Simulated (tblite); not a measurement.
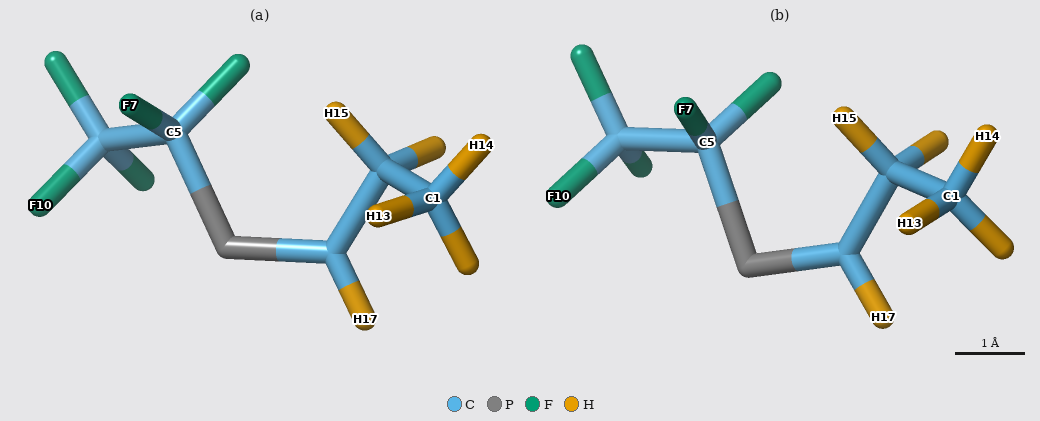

The structure of C₅H₆F₅P before (left) and after (right) a relaxation, at one scale.

The picture is a stick view, seen at a tilt.

All numbers below come from GFN2-xTB geometry optimisation, gas phase (tblite). 

Q: What changed between the two?

A: The energy falls by 18.3 kcal/mol in 78 geometry steps. The largest moves after the best rigid fit, 0.52 Å, are those of F atoms. Largest moves by element: F 0.52 Å, P 0.36 Å, H 0.32 Å, C 0.29 Å. Near-neighbour distances that change, for instance: C–P 1.860 → 1.920 Å, C–F 1.394 → 1.337 Å, C–H 1.128 → 1.088 Å, C–F 1.354 → 1.329 Å. Bond angles that change, for instance: C–P–C 116.9° → 100.4°, C–C–P 122.2° → 132.5°, C–C–C 103.9° → 111.4°.
